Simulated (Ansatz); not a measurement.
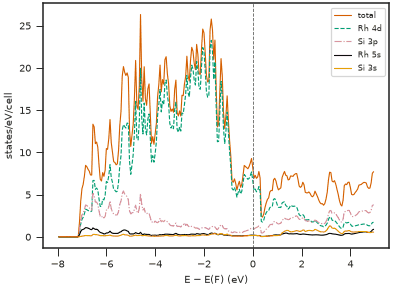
Total and projected density of states of Si$_{3}$Rh$_{5}$ in space group Pbam (No. 55; Pearson symbol oP16), DFT-r²SCAN in the program Ansatz with PAW potentials

Problem. Which orbitals carry the states next to the Fermi level?

Solution. Within 0.5 eV of the Fermi level: Rh 4d 82 %, Si 3p 12 %. Projections are on Löwdin-orthogonalised atomic valence shells; empty p or d shells of many metals are not among them.

Problem. Where is the tallest occupied peak in this window, and what makes it?

Solution. Near -4.6 eV, about 26 states/eV per cell; the largest projected share is Rh 4d.

The workflow started from a Materials Project entry (that database holds measured and hypothetical structures alike); the Crystallography Open Database copy checked does not list it. Its standing as an ambient phase is unchecked. Symmetry was held in the r²SCAN relaxation; whether a distortion lowers the energy is not shown. No spin polarisation was allowed. Spin–orbit coupling is left out wherever it is not named.

Potentials: the later of the program's two PAW sets.
